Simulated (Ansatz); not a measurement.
# CH₈Ge (built from SMILES C.[GeH4]): a reaction path by the nudged elastic band

Aim: the minimum-energy path between two given structures and its highest point. Both ends were relaxed at PBE0-D4 in triple zeta.

Computed with Ansatz 0.2.0, Gaussian basis. Level: PBE0-D4/def2-SVP.

22 further runs of the same task are left out: 22 set aside as unsound or not needed.

### Step 1. Starting geometry

The first end: 10 atoms, charge 0, spin multiplicity 1.

Atoms are counted from 1 here; the program's logs count them from 0.

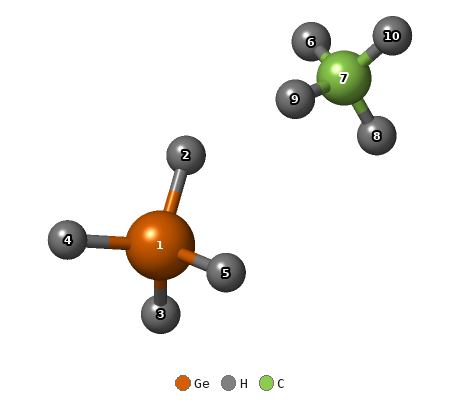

The starting geometry (germanium orange, hydrogen grey, carbon green); atoms are numbered from 1 in the order of the file.

Coordinates:

```
atom    x (Å)    y (Å)    z (Å)
 Ge1  -1.1420   0.9670  -1.4404
  H2   0.2675   1.4020  -1.0191
  H3  -1.2329   0.9448  -2.9723
  H4  -2.1717   1.9589  -0.8827
  H5  -1.4339  -0.4351  -0.8908
  H6   1.6511  -0.0370   1.1904
  C7   1.1430  -0.9676   1.4413
  H8   1.0613  -1.5881   0.5493
  H9   0.1457  -0.7461   1.8206
 H10   1.7119  -1.4990   2.2037
```

The second end:

```xyz
10
CH8Ge
Ge   -0.98164   -0.17673   -0.53051
H     1.37044    2.32160   -0.48589
H    -0.26422   -0.03608   -1.88515
H    -1.41104    1.22508   -0.06001
H    -2.24601   -1.03126   -0.73321
H     2.05299    2.20045   -0.20899
C     0.19872   -1.00560    0.78513
H     0.50477   -1.99625    0.44708
H    -0.31417   -1.10673    1.74223
H     1.09027   -0.39448    0.92921
```

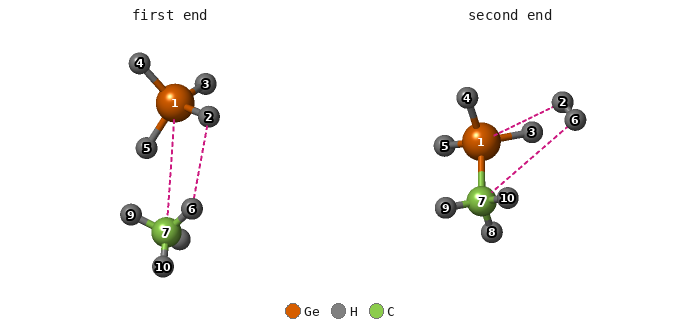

The two ends; dashed lines mark the contacts followed along the path.

### Step 2. The band at PBE0-D4/def2-SVP

neb/in.yaml reads:

```yaml
crystal:
  periodic: [false, false, false]
  atoms:
    - {symbol: Ge, position_ang: [-1.141952, 0.967024, -1.440442]}
    - {symbol: H, position_ang: [0.267452, 1.402020, -1.019096]}
    - {symbol: H, position_ang: [-1.232910, 0.944848, -2.972315]}
    - {symbol: H, position_ang: [-2.171667, 1.958923, -0.882708]}
    - {symbol: H, position_ang: [-1.433882, -0.435052, -0.890810]}
    - {symbol: H, position_ang: [1.651148, -0.036965, 1.190406]}
    - {symbol: C, position_ang: [1.142968, -0.967617, 1.441303]}
    - {symbol: H, position_ang: [1.061314, -1.588053, 0.549293]}
    - {symbol: H, position_ang: [0.145688, -0.746090, 1.820616]}
    - {symbol: H, position_ang: [1.711941, -1.499038, 2.203652]}
basis:
  gaussian: {orbitals: def2-SVP}
hamiltonian: {xc: pbe0, dispersion: d4}
neb:
  images: 5
  climbing: true
  max_iterations: 40
  initial_path: idpp
  final_atoms:
    - {symbol: Ge, position_ang: [-0.981641, -0.176733, -0.530506]}
    - {symbol: H, position_ang: [1.370435, 2.321598, -0.485891]}
    - {symbol: H, position_ang: [-0.264219, -0.036082, -1.885145]}
    - {symbol: H, position_ang: [-1.411037, 1.225085, -0.060013]}
    - {symbol: H, position_ang: [-2.246012, -1.031261, -0.733210]}
    - {symbol: H, position_ang: [2.052988, 2.200453, -0.208989]}
    - {symbol: C, position_ang: [0.198716, -1.005600, 0.785133]}
    - {symbol: H, position_ang: [0.504775, -1.996251, 0.447076]}
    - {symbol: H, position_ang: [-0.314170, -1.106727, 1.742231]}
    - {symbol: H, position_ang: [1.090265, -0.394480, 0.929212]}
```

Launch:

```console
$ ansatz run in.yaml --threads 2 --pin off --events-out ev --progress --plain --max-ram 4352MiB
```

Log (excerpt; [...] marks lines left out):

```text
Functional definition: PBE0
  name "PBE0"
  cite "Adamo & Barone, J. Chem. Phys. 110, 6158 (1999) doi:10.1063/1.478522"
  cite "Perdew, Burke & Ernzerhof, Phys. Rev. Lett. 77, 3865 (1996) doi:10.1103/PhysRevLett.77.3865"
  parent pbe
[...]
950 factors; integrals over basis functions are off by at most 3.5e-4 eV
[...]
mean field -57668.65789127 eV, -2119.2840882841 hartree, gradient 5.2e-6 eV, S^2 0.000000; 0 other end points of the search recorded, 0 dependent functions left out
[...]
reference -57668.65792055 eV, -2119.2840893601 hartree; 23, 23 occupied and 63, 63 virtual orbitals, 950 factors
[... from here to the last solve, the lines of the solves are left out (234 solves) ...]
WARN: NEB end point (image 0): max|allowed force component| = 2.732e-1 eV/Å (the criterion of neb.relax_end_points is 1.000e-2). That is over neb.f_tol: it is no minimum, so the barrier can be far off. Relax it first
WARN: NEB end point (image 6): max|allowed force component| = 4.717e-1 eV/Å (the criterion of neb.relax_end_points is 1.000e-2). That is over neb.f_tol: it is no minimum, so the barrier can be far off. Relax it first
NEB iter   1: max|band force component| = 3.782e0 eV/Å  barrier→ = 8.8969 eV  barrier← = 8.4045 eV  Δτ_max = 0.2000 Å  (169 SCF iters)
[...]
NEB iter  10: max|band force component| = 1.107e0 eV/Å  barrier→ = 4.4575 eV  barrier← = 3.9651 eV  Δτ_max = 0.1009 Å  (118 SCF iters)
[...]
NEB iter  19: max|band force component| = 1.782e0 eV/Å  barrier→ = 3.6061 eV  barrier← = 3.1137 eV  Δτ_max = 0.1007 Å  (114 SCF iters)
[...]
NEB iter  28: max|band force component| = 1.706e0 eV/Å  barrier→ = 4.0378 eV  barrier← = 3.5454 eV  CI = image 4  Δτ_max = 0.0998 Å  (121 SCF iters)
[...]
NEB iter  37: max|band force component| = 5.012e-2 eV/Å  barrier→ = 3.7407 eV  barrier← = 3.2483 eV  CI = image 4  Δτ_max = 0.0182 Å  (88 SCF iters)
[...]
NEB iter  38: max|band force component| = 3.993e-2 eV/Å  barrier→ = 3.7406 eV  barrier← = 3.2482 eV  CI = image 4  CI's point: of a kind that is not told: the force calls were inconclusive, a negative curvature could not be distinguished from the path's own, the only one lies far off the [...]
Total energy: -57664.99882968 eV, -2119.1496202508 hartree
Atom 0 at    -0.642717     0.512213    -0.731736 Å, force    -0.005318    -0.001340    -0.009338 eV/Å
Atom 1 at     0.896597     1.473080    -0.275938 Å, force     0.000832     0.005520     0.001492 eV/Å
Atom 2 at    -0.126809     0.562912    -2.182606 Å, force    -0.001548    -0.003225     0.006903 eV/Å
Atom 3 at    -1.444899     1.694257    -0.158824 Å, force     0.000979    -0.001154    -0.002500 eV/Å
Atom 4 at    -1.649235    -0.710162    -0.711195 Å, force     0.002140     0.004822     0.001886 eV/Å
Atom 5 at     0.787177     0.454145     0.251066 Å, force    -0.002630    -0.001914     0.002138 eV/Å
Atom 6 at     0.486282    -0.785657     0.787120 Å, force     0.016450     0.011963    -0.000799 eV/Å
Atom 7 at     0.590183    -1.688450     0.169543 Å, force    -0.003526    -0.003800     0.000800 eV/Å
Atom 8 at    -0.329410    -0.892400     1.515525 Å, force    -0.002681    -0.004814     0.000675 eV/Å
Atom 9 at     1.432930    -0.619939     1.336944 Å, force    -0.004697    -0.006056    -0.001257 eV/Å
Dipole moment:    -0.003181    -0.167562     0.099886 e Å
```

Wall time 5.6 min (2 threads of Arm Neoverse V1, shared host).

The last band:

```
image  path (Å)  energy (kcal/mol)  Ge1–C7 (Å)  H2–H6 (Å)  Ge1–H2 (Å)  H6–C7 (Å)
    0      0.00                0.0        4.16       2.98        1.53       1.09
    1      1.48               -0.3        3.98       3.43        1.54       1.10
    2      2.96               -0.1        3.93       2.62        1.54       1.10
    3      4.44                9.7        3.17       1.73        1.54       1.09
    4      5.92               86.3        2.29       1.15        1.87       1.38
    5      7.36               16.1        1.97       0.76        2.75       2.44
    6      8.81               11.4        1.95       0.75        3.43       3.83
```

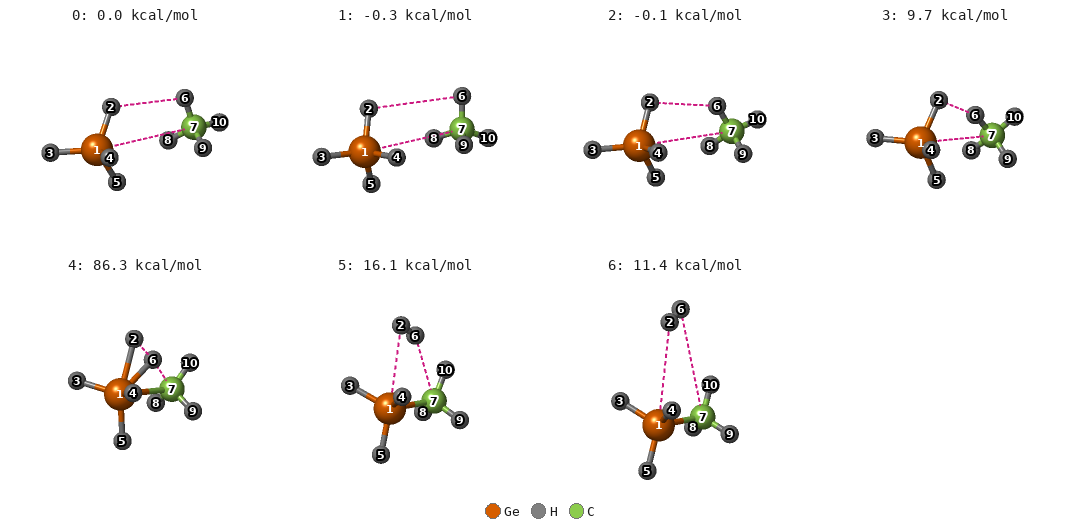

The images of the last band.

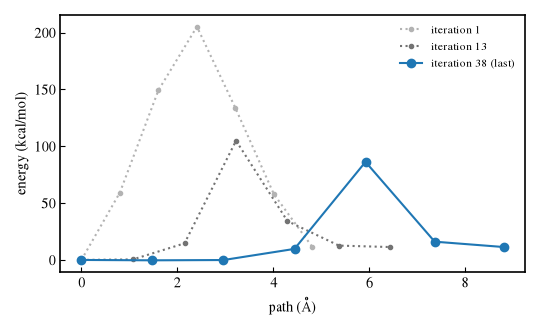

Energy along the path.

The highest image, 4:

```
Ge   -0.6427    0.5122   -0.7317
H     0.8966    1.4731   -0.2759
H    -0.1268    0.5629   -2.1826
H    -1.4449    1.6943   -0.1588
H    -1.6492   -0.7102   -0.7112
H     0.7872    0.4541    0.2511
C     0.4863   -0.7857    0.7871
H     0.5902   -1.6885    0.1695
H    -0.3294   -0.8924    1.5155
H     1.4329   -0.6199    1.3369
```

### Step 3. What came out

```
                                                                       quantity                                                     value
                                                PBE0-D4/def2-SVP, 38 iterations  highest 86.3 kcal/mol (image 4), last end +11.4 kcal/mol
from earlier runs: barrier over the separately found saddle, CCSD(T)/def2-TZVPP                                             91.4 kcal/mol
```

**Reading.** The highest image lies 86.3 kcal/mol above the first end, and it climbed, so it estimates the saddle. The ends are not quite minima at this level (largest force component 0.47 eV/Å), so the heights are unreliable: relaxing the first end would lower it and raise the barrier above it. The highest image is 5.1 kcal/mol below the CCSD(T) barrier in triple zeta, which comes from separate runs on the saddle.
